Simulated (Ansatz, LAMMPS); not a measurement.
# Static equation of state of La2O3 with crystalline order left by the classical run (105 atoms)

Density of this cell: 6.04 g/cm³. The cell holds 105 atoms: 42 La and 63 O. Its edges and angles: a = 11.901 Å, b = 12.756 Å, c = 12.451 Å, α = 94.9°, β = 90.5°, γ = 87.5°. The starting structure: 105 atoms (42 Nd, 63 O) placed at random at 7.01 g/cm³, melted at 5000 K for 10 ps at fixed volume with the Morse and Coulomb pair potential with partial charges (Pedone, Malavasi, Menziani, Cormack and Segre, J. Phys. Chem. B 110, 11780 (2006)). Quenched from 5000 K to 300 K at 50 K/ps and fixed volume, held 10 ps at zero pressure, then minimised at fixed cell. Then Nd was replaced by La and the cell scaled by 1.023 (the potential has no terms for the new elements, so the cell is a start for a DFT relaxation).

Calculated with Ansatz 0.2.0: Kohn-Sham DFT, PBE, PAW (set soft_2), plane waves; cutoff 420 eV, Γ point, fixed occupations. Cell and atoms were relaxed first, to V0 = 17.919 Å³ an atom at a residual P0 = 0.000 GPa. The cell was then scaled evenly, and the atoms were relaxed at each volume.

| volume (Å³/atom) | pressure (GPa) |
| --- | --- |
| 16.128 | 10.90 |
| 16.844 | ? |
| 17.382 | 3.122 |
| 18.457 | -2.512 |
| 18.995 | -4.415 |

Task: Fit the third-order Birch–Murnaghan equation to the rows given and interpolate to the withheld row.

**Working.**

Take the Eulerian strain f = ½[(V0/V)^(2/3) − 1] and the normalised pressure F = (P − P0) / [3f(1 + 2f)^(5/2)]. The third-order Birch–Murnaghan equation is then the line F = B0 + (3/2)B0(B′ − 4) f, so u = f and v = F.

```
      u = f  v = F (GPa)
  0.0363830      83.8205
  0.0102569      96.4545
-0.00975650      90.1353
 -0.0190506      85.1314
```

With n = 4: mean u = 0.00445819, mean v = 88.8854, Σ(u − ū)² = 0.0018075, Σ(u − ū)(v − v̄) = -0.047320. Slope b = -0.047320 / 0.0018075 = -26.179; intercept a = v̄ − b ū = 89.002.

So B0 = a = 89.0 GPa and B′ = 4 + 2b/(3a) = 3.80. At the withheld volume f = 0.02106, F = a + b f = 88.45 GPa, and P = P0 + 3f(1 + 2f)^(5/2) F.

Prediction at 16.844: 6.194 GPa. The run gave 6.775 GPa, so the fit is low by 0.58 GPa (8.6 % of the value).

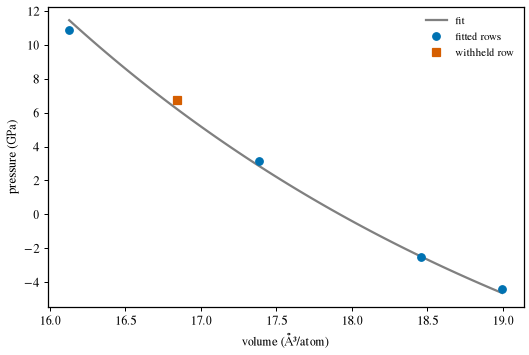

The fit, the rows that it rests on and the withheld row.

The series isn't one smooth equation of state: even a line fitted to all rows, the withheld one included, misses F by up to 8.9 %, the count of bonds changes along the series and an atom moves over 0.5 Å in some relaxation. B0 and B′ are then only the numbers of this fit, not moduli of the material. Among the rows given, the largest miss of the fit is at 16.128, by 0.55 GPa (3.6 % of the range of the table).

Limits: Static cells at zero temperature; the cell shape is held. The program notes that the SCF threshold of these relaxations is loose for the stress. The quench rate of 50 K/ps is many orders above laboratory rates, so the cell is likely richer in defects and strain than a real sample. The network of bonds at the start is that of the classical potential that made the cell, and needn't be the one that DFT or experiment would give. Only the Γ point is sampled, in a cell whose shortest periodic width is 12 Å.

[Logs are printed without paths, hosts, clocks, repeated set-up lines and the standing remarks that a program may print on its own settings, such as how far it seeks lower states.]

[Hosts, paths, dates, database ids (printed as entryN), source tags and the programs' standing remarks are cut or masked in the printed files.]
